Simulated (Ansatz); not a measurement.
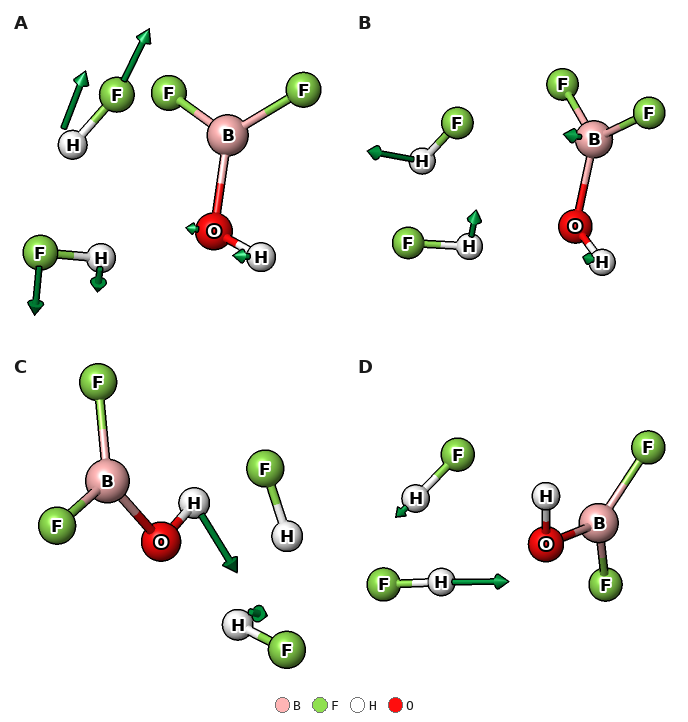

4 normal modes of one molecule or complex, as arrows. Harmonic vibrations computed with RKS PBE0-D4/def2-TZVP (Ansatz 0.2.0) at a stationary point of the same level.

### Match the panels to the wavenumbers 225 cm⁻¹, 658 cm⁻¹, 1092 cm⁻¹, 3536 cm⁻¹.

A: 225 cm⁻¹
B: 658 cm⁻¹
C: 1092 cm⁻¹, B–O–H bending
D: 3536 cm⁻¹, F–H stretching
